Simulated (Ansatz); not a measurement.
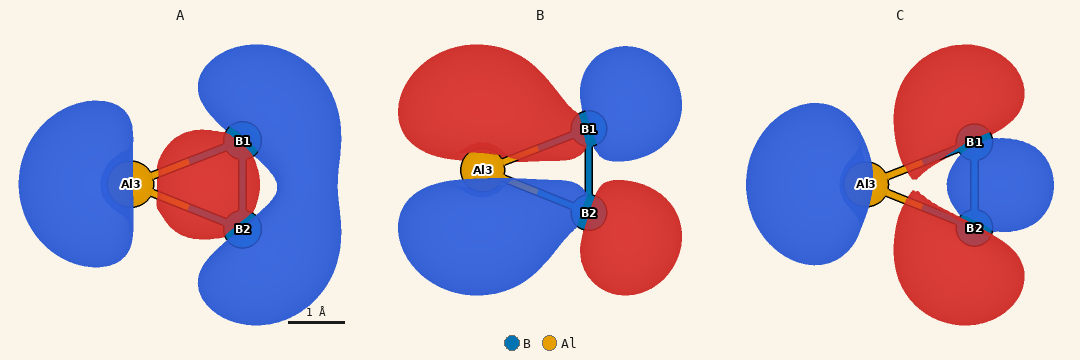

The picture shows: AlB2 (quartet). Three frontier orbitals at ±0.08 Å⁻³ᐟ² (red and blue are the two phases), in no order.

Geometry: r2SCAN-D4/def2-TZVP; ⟨S²⟩ = 3.82, above the pure value of 3.75.

The calculation used UKS PBE0-D4/def2-TZVP in Ansatz.

**Order the three orbitals by energy and name them. All are α orbitals.**

A is the HOMO−1 (α) (−6.72 eV). It lies mainly on B1 (about 35 %), B2 (about 35 %) and Al3 (about 30 %); it is symmetric in the molecular plane (an in-plane orbital: σ, lone-pair or in-plane π type). C is the HOMO (α) (−5.93 eV). Its weight (Hirshfeld) is mainly on Al3 (about 35 %), B1 (about 30 %) and B2 (about 30 %); it is symmetric in the molecular plane (an in-plane orbital: σ, lone-pair or in-plane π type). B is the LUMO (α) (−2.39 eV). Its weight (Hirshfeld) is mainly on Al3 (about 50 %), B1 (about 25 %) and B2 (about 25 %); it is symmetric in the molecular plane (an in-plane orbital: σ, lone-pair or in-plane π type).

**What is the gap between the highest occupied and lowest empty α orbitals?**

3.54 eV between the orbital energies.
